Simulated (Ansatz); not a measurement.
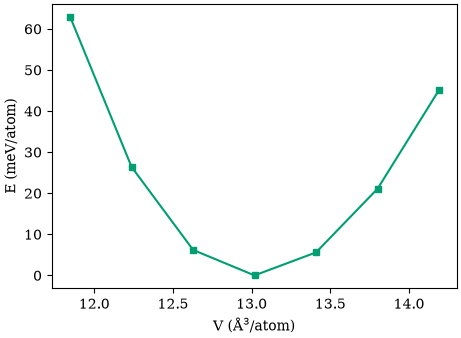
*TeO2 (fluorite, Fm-3m) under volume change, DFT-PBE in the program Ansatz with PAW potentials, scaled uniformly.*

Problem. What does a third-order Birch–Murnaghan fit give for V₀, B₀ and B′?

Solution. V₀ = 13.02 Å³/atom, B₀ = 161 GPa, B′ = 4.5.

A made-up cell: these elements were put on the sites of a structure type; neither database checked (COD, Materials Project) lists it. COD files the formula under space group No. 19, 61, 92, 136, so this cell is another polymorph or a model. Whether it is the stable phase at ambient conditions was not checked. The PBE relaxation kept the symmetry of its start; its stability against distortions is not shown here. Spin–orbit coupling is left out wherever it is not named.

Potentials: the later of the program's two PAW sets.
